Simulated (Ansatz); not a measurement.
# Resistivity from frozen vibrations: Ni(111) with 4 thermally displaced layers, 2x2, part 3 of 3

Wanted: the phonon-limited resistivity of Ni at 500 K by the Landauer route.

Ansatz 0.2.0; Ansatz plane-wave DFT, PBE, PAW files, collinear spin; ballistic transport by layer matching (Landauer), zero bias; PAW set soft_1.

So far. Step 3 (With 8 displaced layers): Nearest the Fermi level spin up passes 2.40 of 2.49 channels of the lower lead and spin down 4.03 of 7.16.

### Step 4. With 12 displaced layers

System of this step: Ni(111) with 12 thermally displaced layers, 2x2. The cell holds 72 atoms: 72 Ni. Cell: a = 4.984 Å, b = 4.984 Å, c = 36.622 Å, α = 90.0°, β = 90.0°, γ = 120.0°. It derives from Ni. Regions: lead, 24 atoms (24 Ni); scattering region, 48 atoms (48 Ni). The structure is stacked along c, and the current runs across the ab planes.

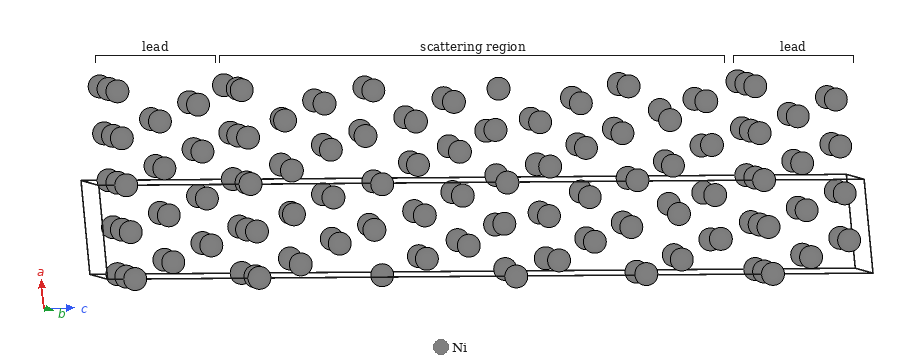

The cell of this step (nickel grey). 2×1×1 cells are drawn. Some periodic images of atoms are drawn too.

Input file input.yaml:

```yaml
crystal:
  lattice:
    - [4.9836885938, 0.0, 0.0]
    - [-2.4918442969, 4.3160009268, 0.0]
    - [0.0, 0.0, 36.6224822752]
  atoms:
    - { symbol: Ni, position: [0.0, 0.0, 0.0277777778], spin: 1.0 }
    - { symbol: Ni, position: [0.0, 0.5, 0.0277777778], spin: 1.0 }
    - { symbol: Ni, position: [0.5, 0.0, 0.0277777778], spin: 1.0 }
    - { symbol: Ni, position: [0.5, 0.5, 0.0277777778], spin: 1.0 }
    - { symbol: Ni, position: [0.1666666667, 0.3333333333, 0.0833333333], spin: 1.0 }
    - { symbol: Ni, position: [0.1666666667, 0.8333333333, 0.0833333333], spin: 1.0 }
    - { symbol: Ni, position: [0.6666666667, 0.3333333333, 0.0833333333], spin: 1.0 }
    - { symbol: Ni, position: [0.6666666667, 0.8333333333, 0.0833333333], spin: 1.0 }
    - { symbol: Ni, position: [0.3333333333, 0.1666666667, 0.1388888889], spin: 1.0 }
    - { symbol: Ni, position: [0.3333333333, 0.6666666667, 0.1388888889], spin: 1.0 }
    - { symbol: Ni, position: [0.8333333333, 0.1666666667, 0.1388888889], spin: 1.0 }
    - { symbol: Ni, position: [0.8333333333, 0.6666666667, 0.1388888889], spin: 1.0 }
    - { symbol: Ni, position: [0.0017810093, 0.993421156, 0.1903365336], spin: 1.0 }
    - { symbol: Ni, position: [0.9909049096, 0.485267678, 0.1967778125], spin: 1.0 }
    - { symbol: Ni, position: [0.4961811226, 0.0015300947, 0.1926091264], spin: 1.0 }
    - { symbol: Ni, position: [0.4917885991, 0.4997886002, 0.1912357383], spin: 1.0 }
    - { symbol: Ni, position: [0.1704676425, 0.3313890399, 0.2474386092], spin: 1.0 }
    - { symbol: Ni, position: [0.1332988393, 0.8427375261, 0.2493571592], spin: 1.0 }
    - { symbol: Ni, position: [0.6560888852, 0.3290046433, 0.2539239497], spin: 1.0 }
    - { symbol: Ni, position: [0.6666699794, 0.8349210555, 0.2467876266], spin: 1.0 }
    - { symbol: Ni, position: [0.3678921815, 0.1834841269, 0.3078603473], spin: 1.0 }
    - { symbol: Ni, position: [0.3424911917, 0.6834688545, 0.3063568746], spin: 1.0 }
    - { symbol: Ni, position: [0.8416723521, 0.1638769854, 0.3023716642], spin: 1.0 }
    - { symbol: Ni, position: [0.8319317228, 0.6311990558, 0.3050372446], spin: 1.0 }
    - { symbol: Ni, position: [0.9871956185, 0.980884481, 0.3624355791], spin: 1.0 }
    - { symbol: Ni, position: [0.9928160593, 0.4919922486, 0.3622340727], spin: 1.0 }
    - { symbol: Ni, position: [0.5051646397, 0.0254598599, 0.361870324], spin: 1.0 }
    - { symbol: Ni, position: [0.4746512756, 0.4643618232, 0.3582861039], spin: 1.0 }
    - { symbol: Ni, position: [0.183455405, 0.3324057661, 0.4160550602], spin: 1.0 }
    - { symbol: Ni, position: [0.1809964856, 0.8098225048, 0.4154015292], spin: 1.0 }
    - { symbol: Ni, position: [0.6645384869, 0.3440808353, 0.4152332985], spin: 1.0 }
    - { symbol: Ni, position: [0.6422180642, 0.8039111102, 0.4182422066], spin: 1.0 }
    - { symbol: Ni, position: [0.3417641473, 0.15793473, 0.472575069], spin: 1.0 }
    - { symbol: Ni, position: [0.3084895233, 0.6580183801, 0.4751988706], spin: 1.0 }
    - { symbol: Ni, position: [0.8566623066, 0.2090153914, 0.4705217292], spin: 1.0 }
    - { symbol: Ni, position: [0.8407530581, 0.663083065, 0.4734445014], spin: 1.0 }
    - { symbol: Ni, position: [0.994742174, 0.9897132964, 0.5259035528], spin: 1.0 }
    - { symbol: Ni, position: [0.0479618834, 0.498582273, 0.5234213892], spin: 1.0 }
    - { symbol: Ni, position: [0.4959182117, 0.0124283984, 0.52669766], spin: 1.0 }
    - { symbol: Ni, position: [0.5307828644, 0.5183738571, 0.527448696], spin: 1.0 }
    - { symbol: Ni, position: [0.1499616874, 0.3149154344, 0.5818212663], spin: 1.0 }
    - { symbol: Ni, position: [0.154319993, 0.8554097933, 0.5867695637], spin: 1.0 }
    - { symbol: Ni, position: [0.6358964708, 0.3116732061, 0.5795129956], spin: 1.0 }
    - { symbol: Ni, position: [0.622896877, 0.7763944997, 0.5808657834], spin: 1.0 }
    - { symbol: Ni, position: [0.3507527004, 0.1603305248, 0.640734961], spin: 1.0 }
    - { symbol: Ni, position: [0.341707787, 0.6989395169, 0.6393192394], spin: 1.0 }
    - { symbol: Ni, position: [0.8506622039, 0.2134523362, 0.6381879651], spin: 1.0 }
    - { symbol: Ni, position: [0.8157979376, 0.6703676562, 0.6388049975], spin: 1.0 }
    - { symbol: Ni, position: [0.0084802753, 0.9831065451, 0.6961827932], spin: 1.0 }
    - { symbol: Ni, position: [0.007417343, 0.4877613607, 0.694797084], spin: 1.0 }
    - { symbol: Ni, position: [0.5083117237, 0.0429984204, 0.6929233628], spin: 1.0 }
    - { symbol: Ni, position: [0.4830394748, 0.4804632988, 0.6936967536], spin: 1.0 }
    - { symbol: Ni, position: [0.1736101376, 0.3474068291, 0.7486812273], spin: 1.0 }
    - { symbol: Ni, position: [0.1507356097, 0.8073692291, 0.7482126465], spin: 1.0 }
    - { symbol: Ni, position: [0.7199557272, 0.3524192138, 0.7483119685], spin: 1.0 }
    - { symbol: Ni, position: [0.6364954472, 0.8154510005, 0.7499531434], spin: 1.0 }
    - { symbol: Ni, position: [0.3270625811, 0.1530226135, 0.8027762986], spin: 1.0 }
    - { symbol: Ni, position: [0.3600520662, 0.6749460145, 0.8047464141], spin: 1.0 }
    - { symbol: Ni, position: [0.8249774034, 0.1569604279, 0.7992131129], spin: 1.0 }
    - { symbol: Ni, position: [0.8253578829, 0.6470436979, 0.8033895579], spin: 1.0 }
    - { symbol: Ni, position: [0.0, 0.0, 0.8611111111], spin: 1.0 }
    - { symbol: Ni, position: [0.0, 0.5, 0.8611111111], spin: 1.0 }
    - { symbol: Ni, position: [0.5, 0.0, 0.8611111111], spin: 1.0 }
    - { symbol: Ni, position: [0.5, 0.5, 0.8611111111], spin: 1.0 }
    - { symbol: Ni, position: [0.1666666667, 0.3333333333, 0.9166666667], spin: 1.0 }
    - { symbol: Ni, position: [0.1666666667, 0.8333333333, 0.9166666667], spin: 1.0 }
    - { symbol: Ni, position: [0.6666666667, 0.3333333333, 0.9166666667], spin: 1.0 }
    - { symbol: Ni, position: [0.6666666667, 0.8333333333, 0.9166666667], spin: 1.0 }
    - { symbol: Ni, position: [0.3333333333, 0.1666666667, 0.9722222222], spin: 1.0 }
    - { symbol: Ni, position: [0.3333333333, 0.6666666667, 0.9722222222], spin: 1.0 }
    - { symbol: Ni, position: [0.8333333333, 0.1666666667, 0.9722222222], spin: 1.0 }
    - { symbol: Ni, position: [0.8333333333, 0.6666666667, 0.9722222222], spin: 1.0 }
magnetization:
  spin_polarized: true
kpoints:
  mp_grid: { grid: [5, 5, 1] }
hamiltonian:
  xc: pbe
  pseudopotentials: { kind: paw, azcp: { folder: soft_1 } }
scf:
  occupations: { method: fermi_dirac, width: 0.1 }
output:
  transmission:
    leads: [[0, 4]]
    kmesh: [10, 10]
    e_range: [-0.05, 0.05]
    de: 0.05
  write_potential: true
  write_density: true
  volumetric_format: npy
```

Run with:

```sh
$ ansatz run input.yaml --threads 4 --pin off --max-ram 15360MiB --backend cpu --events-out ev --progress --plain --runs-dir out
```

Numbers of over 12 decimals in the logs are rounded to 6 here.

The log of the run:

```text
[...]
Crystal: 72 atoms, lattice volume = 787.735 Å³
Basis set: ecut = 420 eV, 15381 PW (Γ)
Bands: 821, of which v1, the nominal top of the filled ones, is band 648 counted from 1 (647 counted from 0)
Symmetry: 1 space group operations
[...]
k-points: 13 of 25 (time reversal used)
[...]
Starting moments: Σ|m| = 72 μB on 72 of 72 sites
[...]
SCF iter  23: F=-420457.153075 eV  HF=-420457.153076 eV  |F-HF|=7.75e-8  |Δ(HF+E_count)|=  3.49e-10  Δρ=1.19e-6 (↑2.85e-7 ↓1.19e-6)  dr2=7.93e-8  dr2_m=1.64e-9  M=47.471 μB ∫|m|=53.611 μB  ethr=2.96e-12  ⟨swp⟩=7.9  Hψ=90247  notcnv=0
SCF 1 converged in 23 iterations: F = -420457.153075 eV  dr2 = 7.93e-8
[...]
transmission: 486 of 4784 steps passed
transmission: 963 of 4784 steps passed
[...]
transmission: 4784 of 4784 steps passed
[...]
SCF converged after 23 iterations
Magnetization: 47.4713 μB (671.7356 up, 624.2644 down)
Absolute magnetization: 53.6826 μB (∫|ρ↑−ρ↓|, with the PAW one-centre terms)
[...]
Per-site moments (μB) at R_I (Å): [(0.700436, 1.027886), (0.699371, 1.027886), (0.701984, 1.027886), (0.700109, 1.027886), (0.697856, 1.027886), (0.695608, 1.027886), (0.693623, 1.027886), (0.701970, 1.027886), (0.691539, 0.976073), (0.702757, 0.980259), (0.700063, 0.986988), (0.696274, 0.970865), (0.692025, 0.970865), (0.705204, 0.968930), (0.701048, 0.999786), (0.698647, 0.980259), (0.701411, 0.968930), (0.702781,  [...]
Free energy (F): -420457.153075 eV
[...]
Internal energy: -420453.350199 eV  (E = F + TS)
E sigma→0 (E₀):  -420455.251637 eV
Entropy (-TS):   -3.802877 eV (-52.818 meV/atom)
Fermi energy:    17.837467 eV
[...]
--- Band table (eV; the first three rows and the last of 26) ---
  k-point 0 ↑: bands = [... 644 lower, 17.2695, 17.2759, 17.2797, 17.2809, 17.2837, 17.2844, 17.2870, 17.2906, ... 169 higher]
  k-point 1 ↑: bands = [... 644 lower, 17.2045, 17.2130, 17.2193, 17.2253, 17.2282, 17.2404, 17.2486, 17.2739, ... 169 higher]
  k-point 2 ↑: bands = [... 644 lower, 17.2023, 17.2124, 17.2169, 17.2197, 17.2257, 17.2318, 17.2357, 17.2380, ... 169 higher]
  k-point 12 ↓: bands = [... 644 lower, 18.0159, 18.0219, 18.0382, 18.0444, 18.0537, 18.0640, 18.0700, 18.0776, ... 169 higher]
--- Transmission ---
  basis      : 199 plane waves across, 46 finite elements along
  points     : 52, standing for a mesh of 10 x 10
[...]
channels       : 2.490000e0 up, 7.160000e0 down
[...]
junction   : crystal 0 to crystal 0, 0.69 to 35.28 Å
    transmission   : 2.314783e0 up, 2.979049e0 down
[...]
```

Wall time 54 min (4 threads of Intel Xeon Platinum 8375C at 2.90GHz (Ice Lake), shared host); peak memory 10 GiB.

Numbers from this step:

- free energy: -420457.1531 eV
- energy at zero smearing: -420455.2516 eV
- magnetization: 47.47 μB
- absolute magnetization: 53.68 μB
- transmission, spin up: 2.315
- transmission, spin down: 2.979
- step of the lead's potential: 4.5 meV

Per spin. Transmission, zone mean against energy, zero at the Fermi level:

```csv
energy (eV),T up,T down
-0.0500,2.31,2.86
0.0000,2.31,2.98
0.0500,2.34,2.87
```

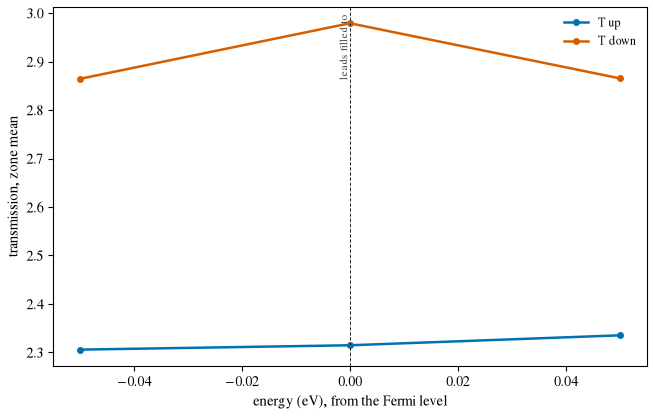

Transmission, zone mean against energy.

Nearest the Fermi level spin up passes 2.31 of 2.49 channels of the lower lead and spin down 2.98 of 7.16.

### Step 5. Resistance against length

This step: Ansatz plane-wave DFT, PBE, PAW files, collinear spin; ballistic transport by layer matching (Landauer), zero bias; resistivity from the slope of the area resistance; PAW set soft_1 (Ansatz 0.2.0).

Numbers from this step:

- resistivity: 8.139 µΩ cm
- intercept: -0.04123 fΩ m²
- scatter about the fit: 0.01690 fΩ m²

Resistance, by row:

```csv
run,length (Å),T,channels N,RA (fΩ m²),"RA, spin up","RA, spin down"
n4,8.138,7.643,9.39,0.03696,0.043,0.263
n8,16.28,6.312,9.397,0.06735,0.07558,0.6183
n12,24.41,5.222,9.417,0.1694,0.2001,1.106
```

Table of area resistance by length of the displaced region:

```
length of the displaced region (Å)  area resistance (fΩ m²)
                              8.14                   0.0370
                             16.28                   0.0674
                             24.41                    0.169
```

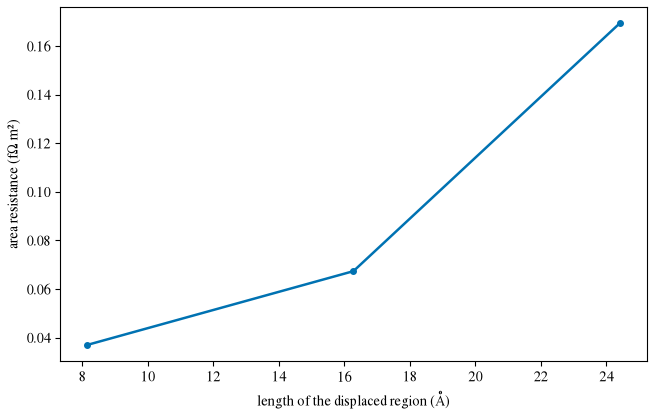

Area resistance, plotted against length of the displaced region.

The area resistance goes from 0.037 to 0.17 fΩ m² between 8.1 and 24.4 Å, a slope of 8.1 µΩ cm.

By hand from the end points: (0.1694 − 0.03696) fΩ m² / (24.41 − 8.14) Å = 8.1 µΩ cm, since 1 fΩ m² per Å is 1000 µΩ cm.

### Step 6. Results

```yaml
resistivity_from_the_slope: 8.14 µΩ cm
area_resistance_over_8p14_a: 0.0370 fΩ m²
area_resistance_over_16p3_a: 0.0674 fΩ m²
area_resistance_over_24p4_a: 0.169 fΩ m²
```

What this shows: The slope gives 8.1 µΩ cm. The points scatter by 0.017 fΩ m² about the line, with one random draw a length in a 2x2 cell, so the slope is a rough value. The mean square of the displacements drawn is 0.78, 0.99 and 1.2 of the nominal one at the three lengths; with each resistance scaled back by that, the slope is 5.9 µΩ cm, the value used below. Read with a model of isotropic scattering on a spherical Fermi surface and the lead's 1.7×10¹⁵ S/m², this slope means a mean free path near 84 Å; over these lengths the model's slope is 1.12 times its bulk resistivity, which would be 5.3 µΩ cm. Uncorrelated displacements put too much weight on short waves, which scatter strongly; with the sideways repeat of a small cell, one draw and three short lengths, the method is good to a factor of two or three. Spin disorder, a large part of this metal's resistivity when warm, is absent. The measured value is 17.7 µΩ cm (CRC Handbook of Chemistry and Physics, 84th ed., 2003, Electrical Resistivity of Pure Metals); the scaled slope is 0.34 times that and the corrected value 0.30: low, with spin disorder left out. One magnetic start was tried, and the two spins conduct in parallel without mixing.

[Logs are printed without paths, hosts, clocks, repeated set-up lines and the standing remarks that a program may print on its own settings, such as how far it seeks lower states.]

[Hosts, paths, dates, database ids (printed as entryN), source tags and the programs' standing remarks are cut or masked in the printed files.]
